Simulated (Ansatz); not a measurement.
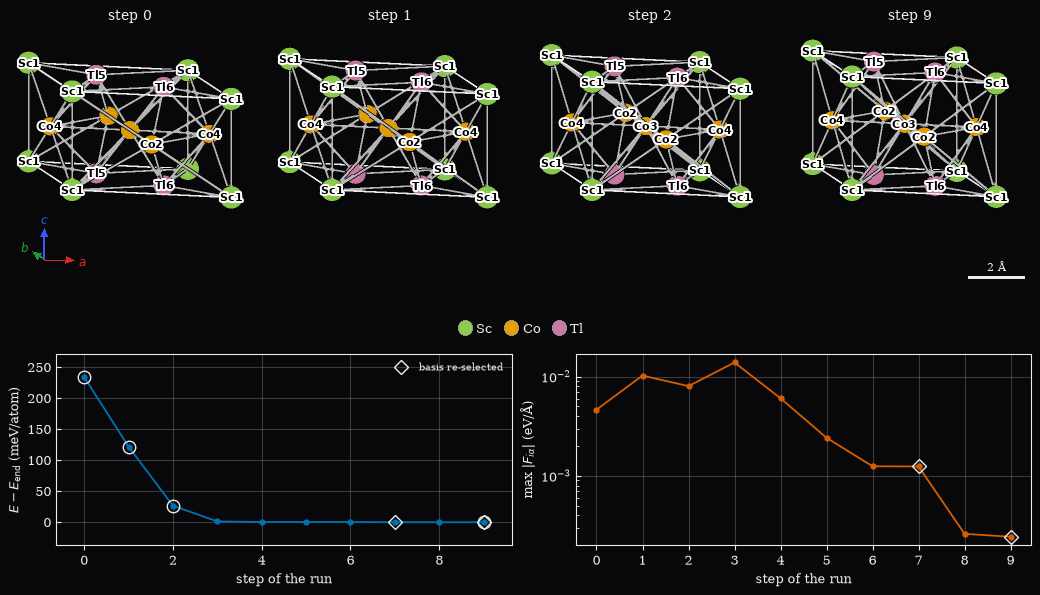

Frames of a relaxation of a crystal of ScTl2Co3 (a generated structure, set up in P6/mmm), marked on the history of the run. Style: ball-and-stick. Shown: the cell of the calculation, slightly off an axis.

All numbers below come from DFT, PAW plane waves, r2SCAN (Ansatz 0.2.0).

The input:
```yaml
crystal:
  lattice:
    - [5.887154, 0.0, 0.0]
    - [-2.943577, 5.098427, 0.0]
    - [0.0, 0.0, 3.584794]
  atoms:
    - { symbol: Sc, position: [0.0, 0.0, 0.0] }
    - { symbol: Co, position: [0.5, 0.0, 0.5] }
    - { symbol: Co, position: [0.5, 0.5, 0.5] }
    - { symbol: Co, position: [0.0, 0.5, 0.5] }
    - { symbol: Tl, position: [0.3333, 0.6667, 0.0] }
    - { symbol: Tl, position: [0.6666, 0.3333, 0.0] }
  symmetry: { tolerance: 0.0003 }
kpoints:
  mp_grid: { grid: [4, 4, 5], shift: [0.5, 0.5, 0.5] }
magnetization:
  spin_polarized: false
scf:
  occupations: { method: fermi_dirac, width: 0.042 }
  n_extra_bands: 16
hamiltonian:
  pseudopotentials: { kind: paw }
  xc: r2scan
basis:
  ecutwfc: 500
output:
  forces: true
  stress: true
  eigenvalues: true
relax:
  max_steps: 40
  cell: {}
```

Run as
```bash
ansatz run input.yaml --threads 1 --pin off --max-ram 2560MiB --backend cpu --events-out ev --progress --plain --runs-dir out
```

Describe the path.

Answer. The energy falls by 234 meV per atom in 7 accepted moves (9 points after the start). Largest force component: 0.0046 eV/Å at the start, 0.00024 eV/Å at the end. The pressure goes from 2.01 to 0.00 GPa. The SCF was repeated twice at an unchanged geometry on a basis and grid sized afresh for the cell, which shifted the energy by 0.4 meV per atom at most. No atom moves by more than 0.005 Å relative to the cell. The volume changes by −5.8 %, with a = b 5.887 → 5.329 Å (−9.5 %), c 3.585 → 4.122 Å (+15.0 %). Among the contacts that change: Sc1–Sc1 3.585 → 4.122 Å, Sc1–Tl5 3.399 → 3.078 Å, Co2–Co3 2.944 → 2.665 Å, Co2–Tl5 2.470 → 2.572 Å. The space group stays P6/mmm (No. 191). Cost: 3 min on 1 thread of Arm Neoverse V2, on a shared host, peak memory 0.69 GiB. From step 0 to 1: volume −0.6 %, energy −112 meV per atom. From step 1 to 2: volume −4.6 %, energy −95.4 meV per atom. From step 2 to 9: volume −0.6 %, energy −26.6 meV per atom.

| step | E − E(0), meV/atom | largest force component, eV/Å | pressure, GPa | volume, Å³/atom | note |
| --- | --- | --- | --- | --- | --- |
| 0 | 0.00 | 0.0046 | 2.01 | 17.933 |  |
| 1 | -112.31 | 0.0102 | -0.68 | 17.823 |  |
| 2 | -207.71 | 0.0080 | 1.44 | 17.001 |  |
| 3 | -232.94 | 0.0139 | 1.66 | 16.675 |  |
| 4 | -233.94 | 0.0060 | -0.17 | 16.917 |  |
| 5 | -233.97 | 0.0024 | 0.00 | 16.895 |  |
| 6 | -233.97 | 0.0013 | 0.00 | 16.895 |  |
| 7 | -234.32 | 0.0012 | -0.01 | 16.895 | same geometry, new basis |
| 8 | -234.33 | 0.0003 | 0.00 | 16.890 |  |
| 9 | -234.33 | 0.0002 | 0.00 | 16.890 | same geometry, new basis |
